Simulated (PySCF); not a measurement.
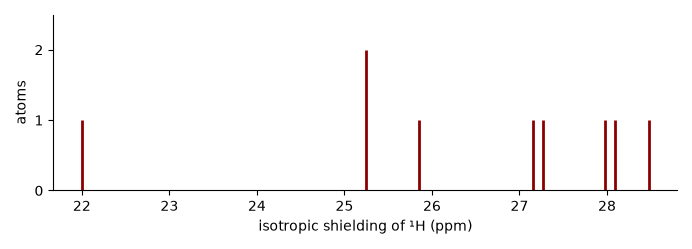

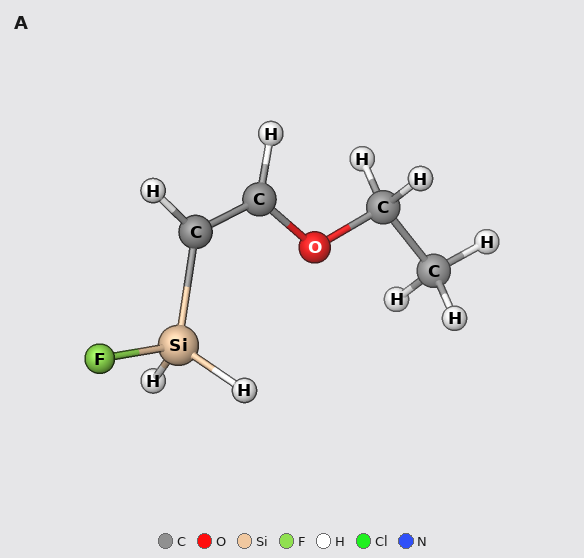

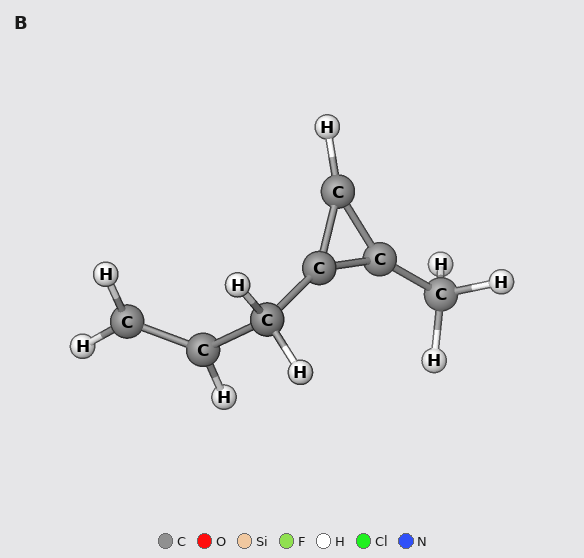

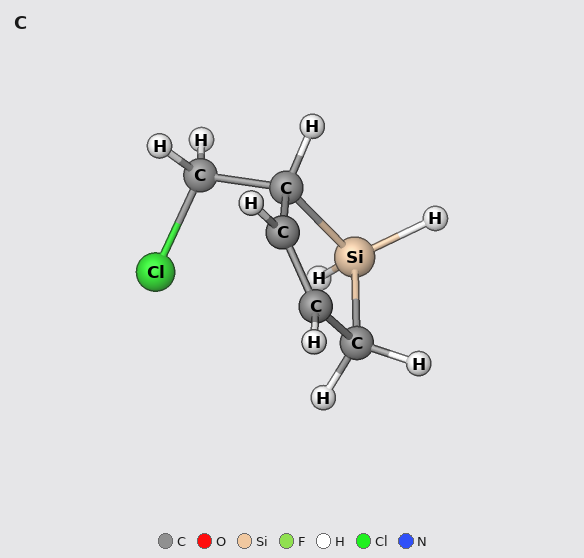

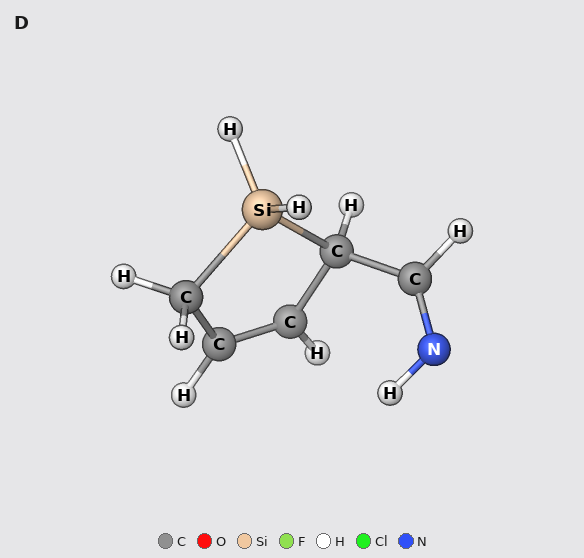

The sticks are computed shieldings of one of the molecules, for one fixed geometry (GFN2-xTB) without averaging over rotations. Low shielding means a high chemical shift. Method: GIAO PBE0/pcSseg-1 NMR shielding, non-relativistic, gas phase (PySCF 2.14.0).

Match the spectrum to a structure.

B, `C=CCc1c[c+]1C`. Its 9 H atoms give lines at 22.00, 25.25 (2 atoms), 25.86, 27.15, 27.27, 27.98, 28.09, 28.48 ppm.

The geometry is semi-empirical. Around Si such bond lengths and angles can be off by a tenth of an ångström or more and by several degrees, and values that hang on the shape move with them.
